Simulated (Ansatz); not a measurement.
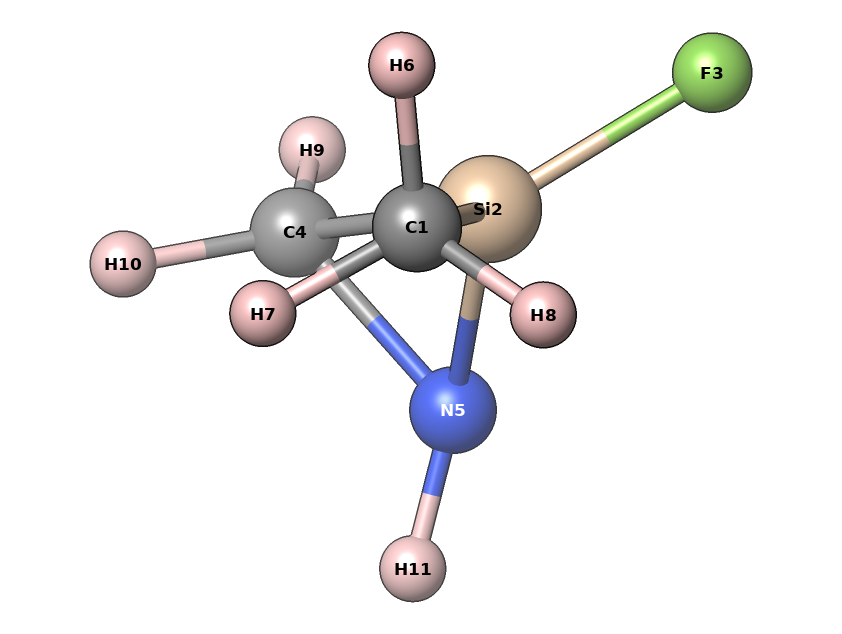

Si2 lies behind C1. The molecule seen a little off the C1–Si2 bond, C1 in front. Depth is shown by fading: the farther an atom, the more it takes the colour of the background. The geometry was computed by an optimisation with PBE-D4/def2-SVP. No frequency run is at hand to confirm it as a minimum.

Q: What is the torsion angle H6–C1–Si2–F3? The sign is positive where the front bond must turn clockwise to cover the back bond.

A: 57°, synclinal (gauche).
